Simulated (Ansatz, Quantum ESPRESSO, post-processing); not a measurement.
# Sn chain with one atom pushed 1.0 Å aside at constant bond length: ballistic transmission, part 4 of 4

How well does the junction conduct in the ballistic limit? It is: Sn chain with one atom pushed 1.0 Å aside at constant bond length.

Quantum ESPRESSO 7.5; plane-wave DFT, LDA, GBRV ultrasoft pseudopotentials; cross-check by Ansatz 0.2.0 with PAW datasets.

So far. Step 2 (Self-consistent run): The run needed 20 iterations to bring the estimated error under 1e-07 Ry; the largest force on any atom, held or free, is 0.14 eV/Å. Step 3 (The open system): At no point does T exceed the number of channels.

## Step 5: Cross-check with Ansatz

As a check, the same structure is run in Ansatz.

Level of this step: plane-wave DFT, LDA, Ansatz PAW (Ansatz 0.2.0).

The input, input.yaml:

```yaml
crystal:
  lattice:
    - [7.5, 0.0, 0.0]
    - [0.0, 7.5, 0.0]
    - [0.0, 0.0, 29.873475383]
  atoms:
    - { symbol: Sn, position: [0.5, 0.5, 0.0] }
    - { symbol: Sn, position: [0.5, 0.5, 0.0920549071] }
    - { symbol: Sn, position: [0.5, 0.5, 0.1841098141] }
    - { symbol: Sn, position: [0.5, 0.5, 0.2761647212] }
    - { symbol: Sn, position: [0.5, 0.5, 0.3682196282] }
    - { symbol: Sn, position: [0.633333333, 0.5, 0.4539725465] }
    - { symbol: Sn, position: [0.5, 0.5, 0.5397254647] }
    - { symbol: Sn, position: [0.5, 0.5, 0.6317803718] }
    - { symbol: Sn, position: [0.5, 0.5, 0.7238352788] }
    - { symbol: Sn, position: [0.5, 0.5, 0.8158901859] }
    - { symbol: Sn, position: [0.5, 0.5, 0.9079450929] }
kpoints:
  mp_grid: { grid: [1, 1, 4] }
hamiltonian:
  xc: lda
scf:
  occupations: { method: fermi_dirac, width: 0.1 }
  convergence: { dr2_threshold: 1.0e-08 }
output:
  transmission:
    leads: [[0, 1]]
    e_range: [-2.0, 2.0]
    de: 0.05
    kmesh: [1, 1]
    reduced_basis: true
  write_potential: true
  write_density: true
  volumetric_format: npy
  elf: true
```

Started as:

```console
$ ansatz run input.yaml --threads 4 --pin off --max-ram 8192MiB --backend cpu --events-out ev --progress --plain --runs-dir out
```

Numbers of over 12 decimals in the logs are rounded to 6 here.

What it wrote:

```text
Engine: ansatz 0.2.0, aarch64-unknown-linux-gnu
Pseudopotentials: kind: paw
Pseudopotential: Sn, paw, valence charge 14, recommended cutoff 420 eV (normal), Sn.paw.azcp
Functional definition: SPW92
  exchange = slater_x
  correlation = pw_c
Crystal: 11 atoms, lattice volume = 1680.383 Å³
Basis set: ecut = 420 eV, 32867 PW (Γ)
Bands: 93, of which v1, the nominal top of the filled ones, is band 77 counted from 1 (76 counted from 0)
Symmetry: 4 space group operations
Space group: Pmm2 (ITA 25), of the structure as read, at distance tolerance 1.2e-4 Å
k-points: 3 of 4
Non-local potential: Sn, projectors of the file, l = 0: 2, l = 1: 2, l = 2: 2, l = 3: 2
PAW form: soft (Blöchl's): semilocal exchange-correlation on the pseudo side does not see the compensation charge
PAW frozen core: Sn, regenerated for the run's functional, and the local potential with it (the file was generated under x = pbe(κ = 0.804, μ = 0.219515), c = pbe(β = 0.066725))
PAW one-centre angular grid: Sn, 590 points (default); XC on 64 Gauss nodes
Initial density: superposition of atomic densities (neutral atoms: chi_scale 0, normalization atom), corrected by the library's trained network
Initial wavefunctions: pseudopotential atomic-orbital guess
Functional: x = slater, c = lda
SCF iter   1: F=—  HF=-64656.775219 eV  |F-HF|=—  |Δ(HF+E_count)|=         —  Δρ=3.39e-3  dr2=2.95e-1  ethr=1.77e-3  ⟨swp⟩=6.0  Hψ=1029  notcnv=0
preconditioner: auto → LDOS  [metal: Δε(μ)=0.103 eV  Ē_g=5.379 eV  σ=0.100 eV  W_gap=0.24  n_scr=156 (ndim 8)  ℏωp=6.0 eV  f_vac=0.628  D(μ)=12.39/eV (n_scr^D=38)  β→1.0]
SCF iter   2: F=—  HF=-64656.754733 eV  |F-HF|=—  |Δ(HF+E_count)|=   2.05e-2  Δρ=1.39e-3  dr2=3.09e-2  ethr=1.92e-4  ⟨swp⟩=2.3  Hψ=594  notcnv=0
SCF iter   3: F=—  HF=-64656.740699 eV  |F-HF|=—  |Δ(HF+E_count)|=   1.40e-2  Δρ=5.18e-4  dr2=3.40e-3  ethr=2.01e-5  ⟨swp⟩=2.0  Hψ=555  notcnv=0
SCF iter   4: F=—  HF=-64656.739338 eV  |F-HF|=—  |Δ(HF+E_count)|=   1.36e-3  Δρ=9.79e-5  dr2=2.54e-4  ethr=2.21e-6  ⟨swp⟩=2.0  Hψ=490  notcnv=0
SCF iter   5: F=—  HF=-64656.739330 eV  |F-HF|=—  |Δ(HF+E_count)|=   7.53e-6  Δρ=4.56e-5  dr2=5.89e-5  ethr=1.65e-7  ⟨swp⟩=2.0  Hψ=505  notcnv=0
SCF iter   6: F=—  HF=-64656.739310 eV  |F-HF|=—  |Δ(HF+E_count)|=   2.03e-5  Δρ=7.66e-6  dr2=2.09e-6  ethr=3.83e-8  ⟨swp⟩=2.0  Hψ=510  notcnv=0
SCF iter   7: F=—  HF=-64656.738961 eV  |F-HF|=—  |Δ(HF+E_count)|=   3.49e-4  Δρ=2.45e-6  dr2=1.75e-7  ethr=1.36e-9  ⟨swp⟩=2.0  Hψ=465  notcnv=0
SCF iter   8: F=—  HF=-64656.738961 eV  |F-HF|=—  |Δ(HF+E_count)|=   3.35e-8  Δρ=1.09e-6  dr2=3.10e-8  ethr=1.13e-10  ⟨swp⟩=2.0  Hψ=488  notcnv=0
SCF iter   9: F=-64656.738961 eV  HF=-64656.738961 eV  |F-HF|=4.07e-10  |Δ(HF+E_count)|=   9.60e-9  Δρ=2.31e-7  dr2=7.91e-10  ethr=6.49e-12  ⟨swp⟩=5.0  Hψ=743  notcnv=0
SCF 1 converged in 9 iterations: F = -64656.738961 eV  dr2 = 7.91e-10
  greatest PAW one-centre occupation: 0.992 electrons in one spin orbital (limit 2), on the Sn atom at site 2 (counted from 0), in its partial waves of l = 2
transmission: 38 of 228 steps passed
transmission: 76 of 228 steps passed
[...]
transmission: 228 of 228 steps passed
WARN: The output density's exchange-correlation potential varies sharply where the density is thin. Do not read a vacuum level from v_tot or v_xc, or from such a field of the output density. On a cell that repeats whose density bears no net charge and no dipole along the vacuum's axis use v_es (v_loc + v_h of the components); under efield.dipole_correction with no amplitude use v_es + v_field, which holds any externa [...]
SCF converged after 9 iterations
Free energy (F): -64656.738961 eV
Harris-Foulkes:  -64656.738961 eV  (|F-HF|=4.07e-10)
Internal energy: -64656.327404 eV  (E = F + TS)
E sigma→0 (E₀):  -64656.533182 eV
Entropy (-TS):   -0.411557 eV (-37.414 meV/atom)
Fermi energy:    -1.911289 eV
--- Per-component energies (eV) ---
  E_band       = -2791.986932
  E_kinetic    = 2050.889710
  E_local      = -27432.245262  (includes V_loc(G=0)·N_el)
  E_nonlocal   = -311.333591
  E_hartree    = 13920.913469
  E_xc         = -4152.547143
  E_vxc        = -1061.252220  (∫ρ·V_xc dr)
  E_paw        = -43926.567216  (= ΣΔE_a)
  E_vpaw       = -3879.870875  (= ΣTr[D̂ρ^β])
  E_aug_tail   = -0.000005  (compensation charges beyond the density's cutoff)
  E_ewald      = -4810.111246
  E_core_change = 4.673881  (= ΣΔE_core)
  E_smearing   = -0.411557  (= −TS)
  E_closure    = 0.000000  (closes the sum)
  Σ components = -64656.738961   (vs F -64656.738961, Δ=0.00e0)
--- Band table (eV) ---
  k-point 0: bands = [... 73 lower, -2.5294, -2.1329, -2.1306, -2.0086, -2.0022, -1.4818, -1.4336, -1.1331, ... 12 higher]
  k-point 1: bands = [... 73 lower, -2.4183, -2.3372, -2.1750, -1.9034, -1.8153, -1.7958, -1.3775, -1.3078, ... 12 higher]
  k-point 2: bands = [... 73 lower, -2.3313, -2.3159, -2.2431, -2.0463, -1.6507, -1.6058, -1.6055, -1.5957, ... 12 higher]
--- Transmission ---
  basis      : 497 plane waves across, 38 finite elements along
  points     : 1, standing for a mesh of 1 x 1
  energies   : 81 from -2.000000 to 2.000000 eV about the Fermi level, 0.050000 eV apart; the leads are filled to 0.000000 eV, and channels, transmission and decay are at 0.000000 eV
  crystal 0  : Sn1, at the sites [0, 1], period 2.7500 Å, over 27.50 Å; its Hamiltonian steps by up to 10.9 meV
    offset         : up to 0.0000 Å between an atom of the period and one for which it stands
    channels       : 3.000000e0 a spin
    conductance    : none, the energies end too early or step too widely for 300 K: set another output.transmission.e_range or a lower de, or, where they end at an eighth of basis.ecutwfc, a higher one
  junction   : crystal 0 to crystal 0, -0.68 to 26.45 Å
    transmission   : 2.804410e0 a spin
    error estimate : 2.360126e-4 a spin from the reduction of the transverse basis, at the most 8.286479e-4 at -0.800000 eV
    conductance    : none, the energies end too early or step too widely for 300 K: set another output.transmission.e_range or a lower de, or, where they end at an eighth of basis.ecutwfc, a higher one
```

Elapsed: 35 s, on 4 threads of Arm Neoverse V2, shared host; peak memory 2 GiB.

This step gave:

```
free energy                                  : -64656.7390 eV
energy at zero smearing                      : -64656.5332 eV
smearing term TS                             : 0.4116 eV
Fermi energy                                 : -1.911 eV
symmetry operations                          : 4
transmission at the Fermi level, one spin    : 2.804
step of the lead's Hamiltonian over a period : 10.9 meV
```

Per spin. Table of transmission by energy, zero at the Fermi level:

| energy (eV) | transmission |
| --- | --- |
| -2.0000 | 0.888 |
| -1.7500 | 0.851 |
| -1.5000 | 0.793 |
| -1.2500 | 0.698 |
| -1.0000 | 0.532 |
| -0.7500 | 2.13 |
| -0.5000 | 2.56 |
| -0.2500 | 2.72 |
| 0.0000 | 2.80 |
| 0.2500 | 2.85 |
| 0.5000 | 2.88 |
| 0.7500 | 2.90 |
| 0.8000 | 2.90 |
| 1.0000 | 2.89 |
| 1.2500 | 2.86 |
| 1.5000 | 2.80 |
| 1.7500 | 2.69 |
| 2.0000 | 2.55 |

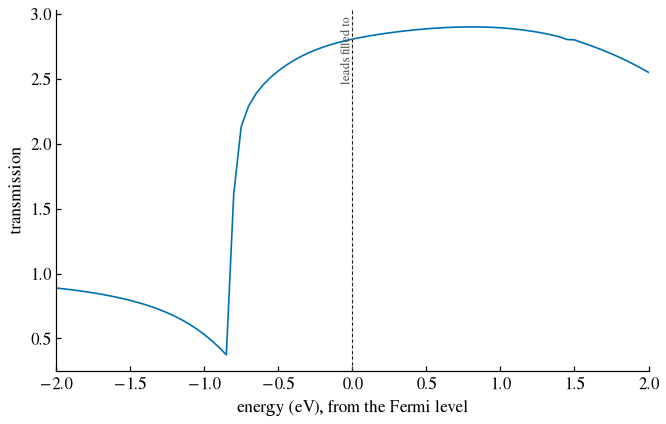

Transmission, plotted against energy.

Per spin. Table of open channels by energy, zero at the Fermi level:

| energy (eV) | open channels |
| --- | --- |
| -2.000 | 1 |
| -1.500 | 1 |
| -1.000 | 1 |
| -0.500 | 3 |
| 0.000 | 3 |
| 0.500 | 3 |
| 1.000 | 3 |
| 1.500 | 3 |
| 2.000 | 3 |

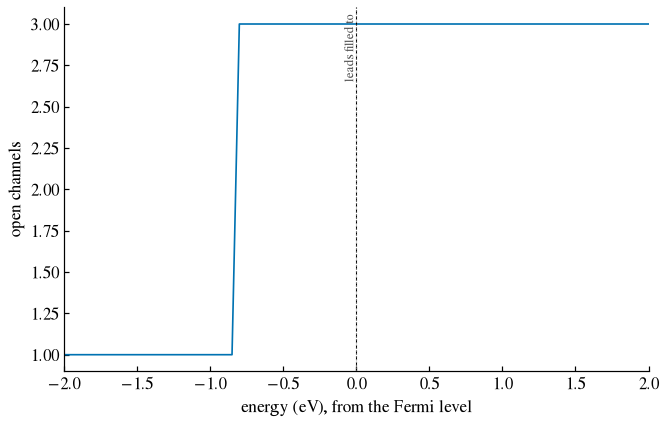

Open channels, plotted against energy.

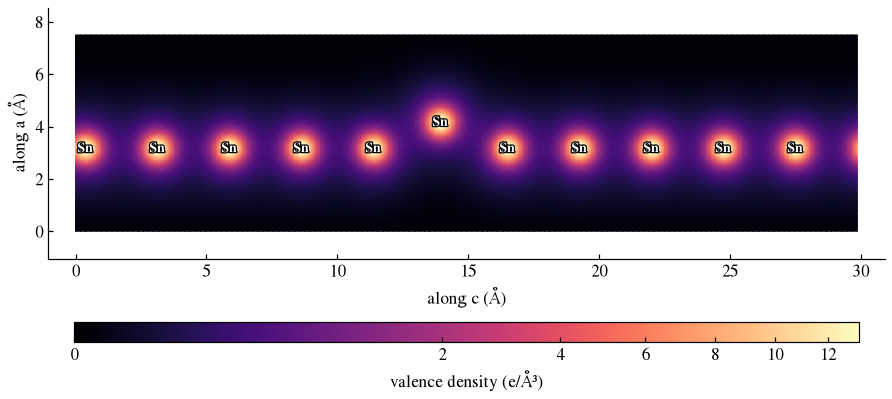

Valence density in the ca plane at fractional y = 0.500, with atoms of Sn within 0.2 Å of it. It is the smooth field of the valence electrons, not physical close to the nuclei. The colour scale is stretched toward low values.

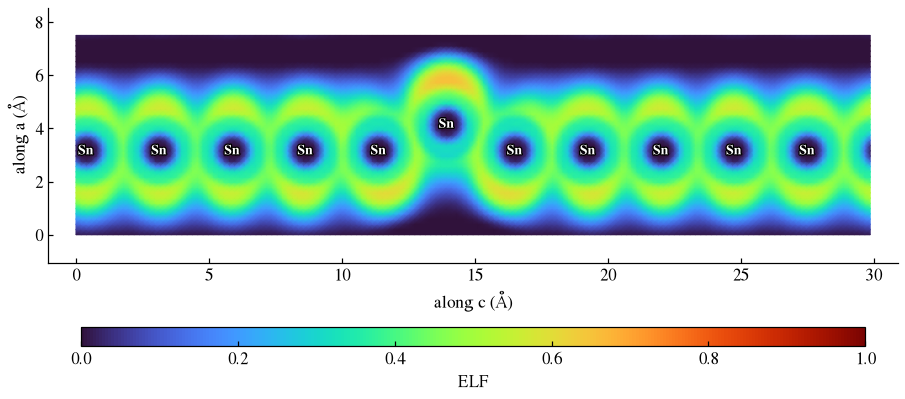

ELF in the ca plane at fractional y = 0.500, with atoms of Sn within 0.2 Å of it. It is the smooth field of the valence electrons, not physical close to the nuclei.

Ansatz finds T = 2.80 against pwcond's 2.81.

## Step 6: All levels side by side

All levels:

| step | T at the Fermi level (per spin) | conductance (G0) | r.m.s. T(E) from the first | CPU time of the step (s) | peak memory (GiB) |
| --- | --- | --- | --- | --- | --- |
| Ansatz | 2.804 | - | 0 | 128.1 | 2.033 |
| pwcond | 2.813 | 2.813 | 0.02274 | 820.1 | 0.5 |
| pwcond, changed setting | 2.813 | 2.813 | 0.02672 | 779.3 | 0.48 |

Per spin. Table of transmission by energy, zero at the Fermi level:

| energy (eV) | Ansatz | pwcond | pwcond, changed setting |
| --- | --- | --- | --- |
| -2.0000 | 0.888 | 0.888 | 0.888 |
| -1.8000 | 0.860 | 0.861 | 0.861 |
| -1.5000 | 0.793 | 0.793 | 0.793 |
| -1.3000 | 0.722 | 0.718 | 0.718 |
| -1.0000 | 0.532 | 0.519 | 0.519 |
| -0.8000 | 1.61 | 1.47 | 1.45 |
| -0.5000 | 2.56 | 2.56 | 2.56 |
| -0.3000 | 2.70 | 2.71 | 2.71 |
| 0.0000 | 2.80 | 2.81 | 2.81 |
| 0.2000 | 2.84 | 2.85 | 2.85 |
| 0.5000 | 2.88 | 2.89 | 2.89 |
| 0.7000 | 2.90 | 2.90 | 2.90 |
| 0.8000 | 2.90 | 2.90 | 2.90 |
| 1.0000 | 2.89 | 2.89 | 2.89 |
| 1.2000 | 2.87 | 2.87 | 2.87 |
| 1.5000 | 2.80 | 2.78 | 2.78 |
| 1.7000 | 2.72 | 2.71 | 2.71 |
| 2.0000 | 2.55 | 2.55 | 2.55 |

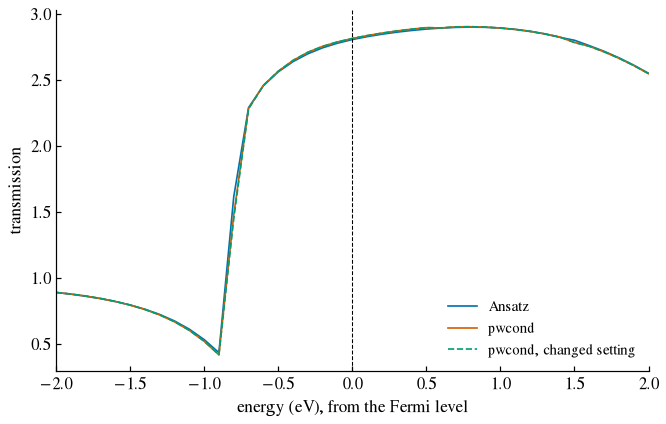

Transmission, plotted against energy.

## Step 7: A check by hand

G = 2.81 × 77.48 µS = 218 µS a cell, a resistance of 4.59 kΩ.

## Step 8: Summary of results

```json
{"conductance from T at the Fermi level, a cell (G₀ = 2e²/h)": "2.81 G₀", "lead channels per spin": "3.00", "the same conductance by Ansatz": "2.80 G₀"}
```

The junction conducts 2.81 G₀ a cell at the Fermi level (LDA, GBRV ultrasoft). At the Fermi level the junction passes 94 % of what the leads offer, nearly all. At the Fermi level pwcond and Ansatz differ by 0.30 %, a close match. Over -2 to 2 eV, T lies between 0.42 and 2.9 per spin. The geometry is as built, not relaxed, and the leads are short.

[Logs are printed without paths, hosts, clocks, repeated set-up lines and the standing remarks that a program may print on its own settings, such as how far it seeks lower states.]

[Hosts, paths, dates, database ids (printed as entryN), source tags and the programs' standing remarks are cut or masked in the printed files.]

[Maps of the electrostatic potential energy from Ansatz leave out the sawtooth potential of an applied field or a dipole correction, so their vacuum need not be flat; planar profiles and work functions include it.]
